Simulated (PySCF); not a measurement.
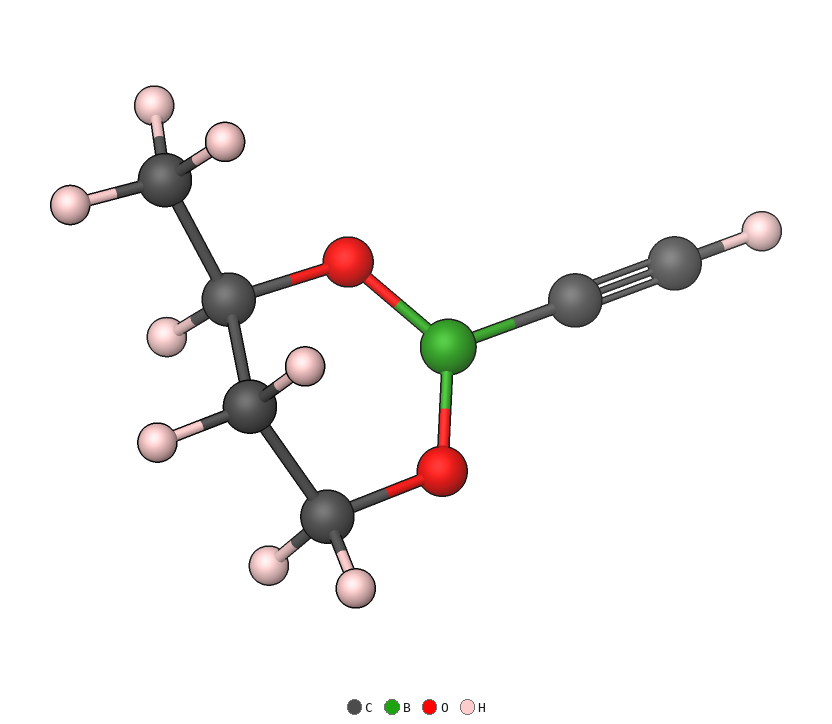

The picture shows a molecular structure as a ball-and-stick model. Multiple sticks mark multiple bonds (one Kekulé form).

The geometry was computed by an optimisation with GFN2-xTB. No frequency run is at hand to confirm it as a minimum.

Identify the structure.

It has 18 atoms: 6 carbon, 9 hydrogen, 1 boron and 2 oxygen (C₆H₉BO₂). As SMILES it reads `C#CB1OCC[C@@H](C)O1`. Independent rings (smallest set): 1 of 6 members. Among its groups: alkyne. This geometry has C1 symmetry. Coordination: 2 C linear; 1 B trigonal planar; 2 O bent; 4 C tetrahedral.

More results for the same structure follow; atom numbers are the same in all pictures, views and colours differ.

### Electronic properties

No frequency run is at hand to confirm it as a minimum. Properties computed with PBE0/def2-SVPD, gas phase (PySCF 2.14.0). Excitations: vertical, linear response.

What does the calculation give?

- dipole moment: 2.76 D
- HOMO energy (Kohn–Sham orbital): −7.99 eV
- LUMO energy (Kohn–Sham orbital): −0.31 eV
- HOMO–LUMO gap: 7.68 eV
- mean static polarisability: 87.6 bohr³
- lowest vertical singlet excitation: 5.71 eV
- its oscillator strength: 0.000
- brightest of the 6 lowest singlets: 6.33 eV
- its oscillator strength: 0.09

### Bond orders

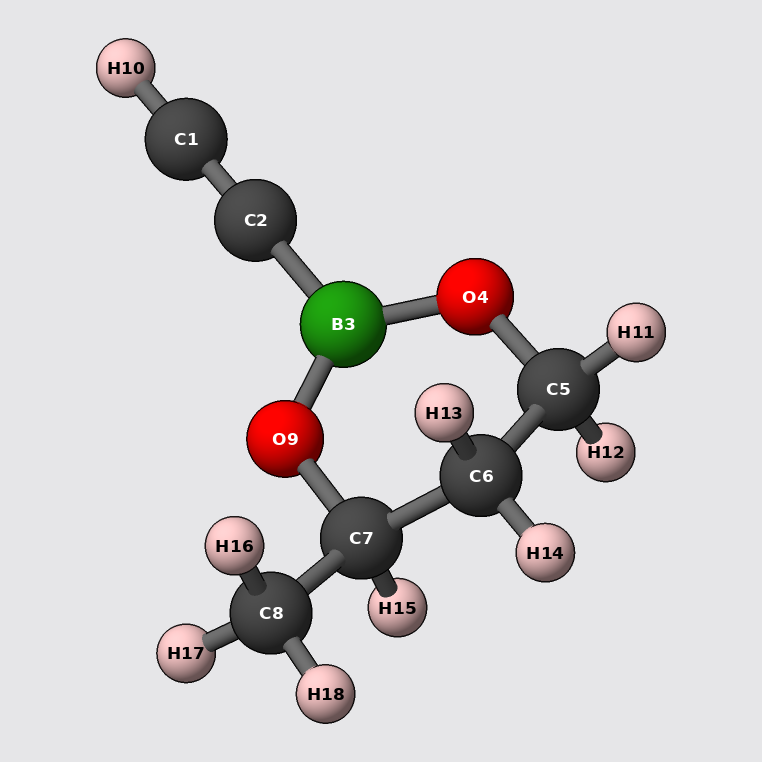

Every bond is drawn as one stick. No frequency run is at hand to confirm it as a minimum. Level of theory: PBE0/pcSseg-1 (PySCF 2.14.0).

**Which bond between heavy atoms has the highest Mayer bond order?**

C1–C2, 2.56, at a length of 1.201 Å.

List the Mayer bond orders of C1–C2, C2–B3, B3–O4, B3–O9, O4–C5, C5–C6, C6–C7, C7–C8, C7–O9 (bonds between heavy atoms, one of each equivalent set).

```json
{"bond": "C1–C2", "Mayer order": "2.56", "length (Å)": "1.201"}
{"bond": "C2–B3", "Mayer order": "0.93", "length (Å)": "1.531"}
{"bond": "B3–O4", "Mayer order": "1.19", "length (Å)": "1.361"}
{"bond": "B3–O9", "Mayer order": "1.19", "length (Å)": "1.358"}
{"bond": "O4–C5", "Mayer order": "0.88", "length (Å)": "1.409"}
{"bond": "C5–C6", "Mayer order": "1.05", "length (Å)": "1.528"}
{"bond": "C6–C7", "Mayer order": "1.01", "length (Å)": "1.532"}
{"bond": "C7–C8", "Mayer order": "1.05", "length (Å)": "1.526"}
{"bond": "C7–O9", "Mayer order": "0.85", "length (Å)": "1.415"}
```

### Quadrupole coupling

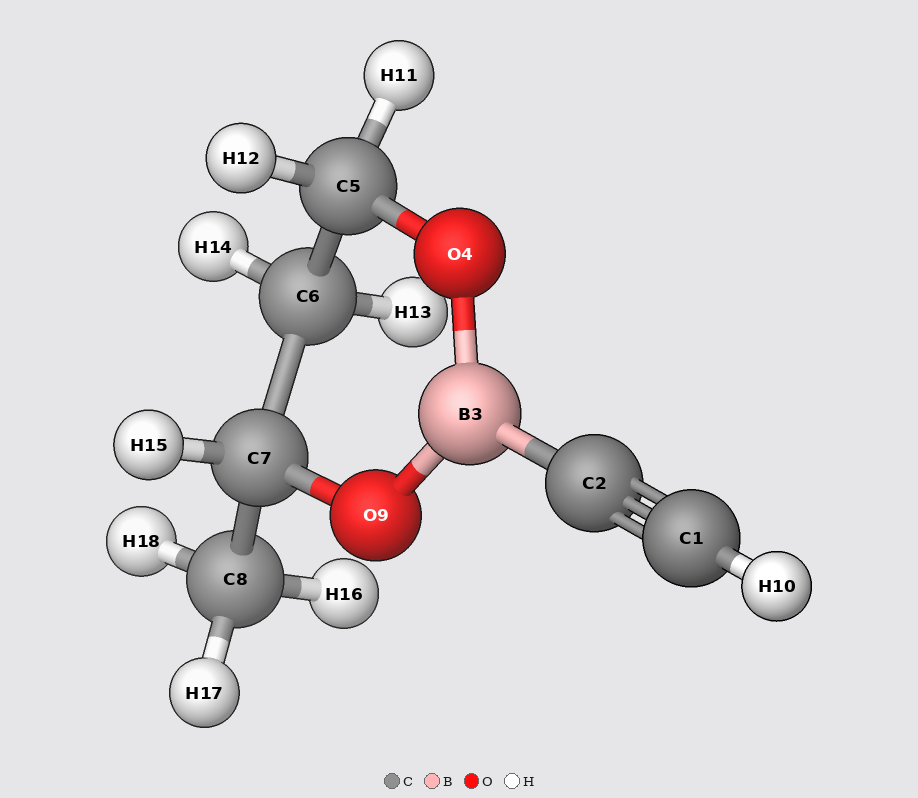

No frequency run is at hand to confirm it as a minimum. Electric field gradients from the ground-state density, PBE0/pcSseg-1 (PySCF 2.14.0), non-relativistic apart from any core potentials.

Give the largest field-gradient component, the quadrupole coupling constant and the asymmetry for 11B at B3 (Q = 40.59 mb), 17O at O4 (Q = −25.6 mb), 17O at O9 (Q = −25.6 mb).

| atom | V_zz (a.u.) | e²qQ/h (MHz) | η |
| --- | --- | --- | --- |
| B3 | 0.302 | 2.88 | 0.24 |
| O4 | 1.548 | −9.31 | 0.10 |
| O9 | 1.514 | −9.11 | 0.08 |

### Ring current

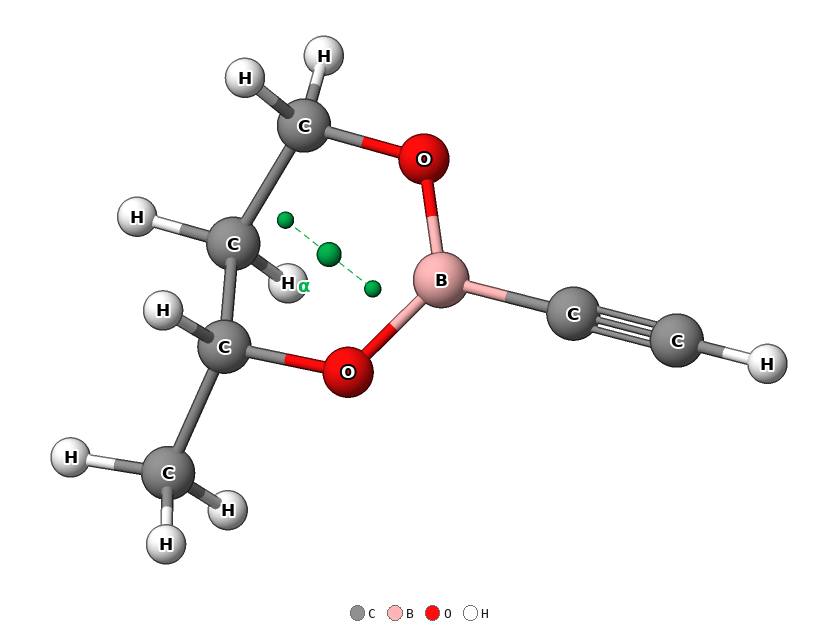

The small points mark where nucleus-independent chemical shifts (NICS) were computed: at the centre of each lettered ring and 1 Å above and below it. No frequency run is at hand to confirm it as a minimum. Properties computed with GIAO PBE0/pcSseg-1 NMR shielding, non-relativistic, gas phase (PySCF 2.14.0).

Give NICS(0), NICS(1) and the out-of-plane component NICS(1)zz for each ring (means of the two sides).

```
ring  members  NICS(0)  NICS(1)  NICS(1)zz
   α    C3BO2     −1.9     −1.7        1.0
```

Values in ppm.

**What do the values say about the ring currents?**

Ring α: weak, as in a non-aromatic ring. NICS is one index among several.

The geometry is semi-empirical. Around B such bond lengths and angles can be off by a tenth of an ångström or more and by several degrees, and values that hang on the shape move with them.
